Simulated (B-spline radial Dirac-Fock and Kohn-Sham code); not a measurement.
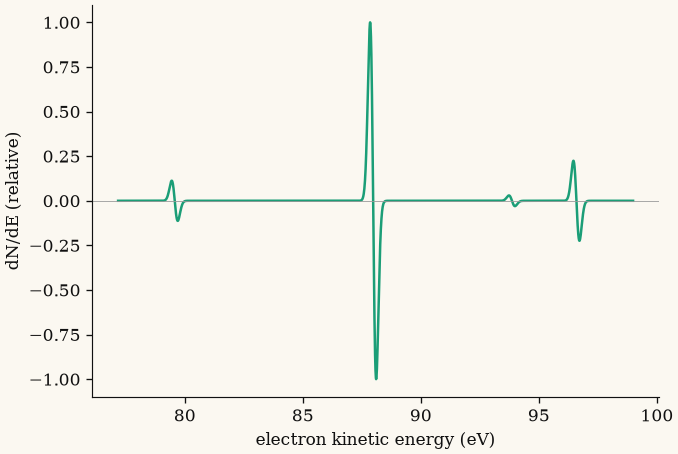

Fig. 1. The Auger multiplet of an N5 hole with both final holes in O23, broadened by 0.30 eV full width and differentiated. Kinetic energies count from the vacuum level; very weak lines are left out. Lines are named by their largest jj component, which in light atoms can differ from the customary names. The figure is for Lu³⁺. Method: Dirac–Fock ΔSCF energies in intermediate coupling of the two holes, Coulomb rates, valence shells as spectators (computed with a B-spline radial code).

What can be read from it?

The strongest line is N5-O2O3 J=2 at 87.98 eV (73 % of the multiplet), followed by N5-O3O3 J=2 at 96.59 eV (16 %), N5-O2O2 J=0 at 79.57 eV (8.2 %), N5-O3O3 J=0 at 93.86 eV (2.2 %). The lines shown span 79.57 eV to 96.59 eV.
